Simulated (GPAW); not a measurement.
KCrF3 (P4/mmm), K K edge of atom 2, with 4 F at 2.89 Å and 8 F at 3.08 Å (distorted cuboctahedral, site symmetry 4/mmm). Method: GPAW, LDA + U (Cr 3 eV), full core hole (charged cell), 20-atom cell with 7.4 Å between holes, 4×4×4 k points, dipole transitions, Gaussian full width 0.9 eV up to 4 eV, rising linearly to 3.5 eV at 25 eV.

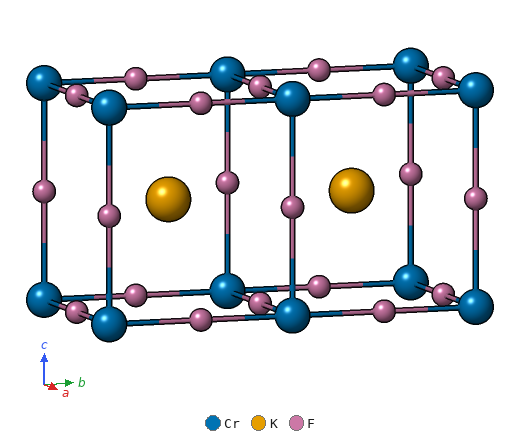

The structure (chromium blue, potassium orange, fluorine pink). 1×2×1 cells are drawn. Some periodic images of atoms are drawn too.

```
Cr K F
1.0
     4.09361    0.00000    0.00000
     0.00000    4.09361    0.00000
     0.00000    0.00000    4.60064
Cr K F
1 1 3
Cartesian
  0.0000 0.0000 0.0000
  2.0468 2.0468 2.3003
  2.0468 0.0000 0.0000
  0.0000 2.0468 0.0000
  0.0000 0.0000 2.3003
```

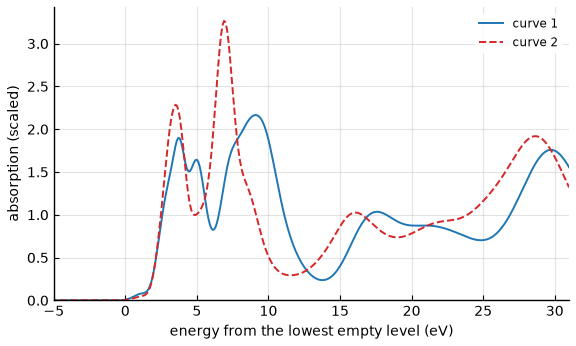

Energy from the lowest empty level; a common scale on which the isotropic spectrum has a mean of 1 over the first 20 eV.

The curves are for the electric vector along different Cartesian axes of the cell as given, averaged over the symmetry-equivalent atoms. Which is which?

Curve 1: along x (⊥ c) (the other in-plane axis gives the same curve within 3 %), main maxima 3.7 eV (1.90), 9.1 eV (2.17) and 29.7 eV (1.76). Curve 2: along z (c), main maxima 3.5 eV (2.29), 6.9 eV (3.27) and 28.6 eV (1.92). A K edge sees empty p states on the absorber. Each direction probes the empty orbitals that point along it. The hole lies in one spin channel, while the script sums the empty states of both and takes the lower zero; where the two channels are split, this blurs and shifts the curve. The spins start ferromagnetically in a simple order, which needn't be the measured one; gap and edge can depend on it.

[Banner, clock and machine lines of the logs are left out without a mark of their own.]

[Logs are printed without paths, hosts, clocks, repeated set-up lines and the standing remarks that a program may print on its own settings, such as how far it seeks lower states.]

[Hosts, paths, dates, database ids (printed as entryN), source tags and the programs' standing remarks are cut or masked in the printed files.]

[Lists of maxima count a maximum above −3 eV only where it reaches 4 % of the highest in the window and stands out from its surroundings by 2 % of it (1.5 % where it reaches 55 %); shoulders and weaker maxima are passed over, and of the rest the first, up to two pre-edge ones and the few strongest are named.]
